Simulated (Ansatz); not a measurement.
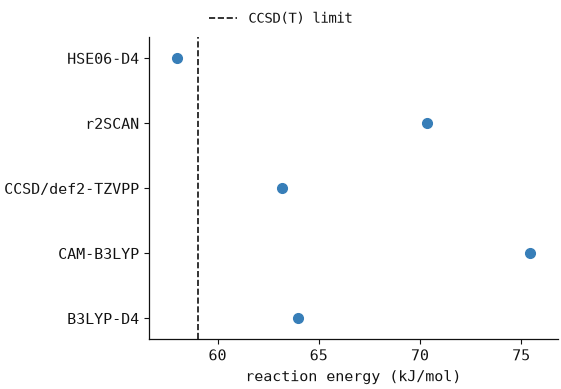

Electronic reaction energy of SiH₂ClF (F[SiH2]Cl) + GeNH₅ ([NH2][GeH3]) → GeSiNH₆Cl (Cl[SiH2][NH][GeH3]) + HF (F) (SMILES in brackets) at several levels (functionals in def2-TZVPP unless a basis is named), isolated molecules at PBE0-D4 triple-zeta geometries, minima by their frequencies, no zero-point or thermal terms, the Ansatz code 0.2.0. The line is frozen-core CCSD(T) at the basis limit (MP2 extrapolated from triple and quadruple zeta, plus CCSD(T) less MP2 in a smaller set). No dispersion term is added to r2SCAN and CAM-B3LYP. The distance of CCSD/def2-TZVPP to the limit includes basis error.

Question: What range do the values span, the line included?

Answer: From 58.0 kJ/mol (HSE06-D4) to 75.4 kJ/mol (CAM-B3LYP).

Question: Give the values.

Answer:
| level | kJ/mol | less CCSD(T) limit |
| --- | --- | --- |
| HSE06-D4 | 58.0 | −1.0 |
| r2SCAN | 70.3 | 11.3 |
| CCSD/def2-TZVPP | 63.2 | 4.1 |
| CAM-B3LYP | 75.4 | 16.4 |
| B3LYP-D4 | 64.0 | 4.9 |
| CCSD(T) limit | 59.0 | 0.0 |

Known limits of this run: no scalar relativity up to krypton; outer-core shells are correlated without core-valence functions, which makes the correlated values less sure; one conformer of each flexible molecule.
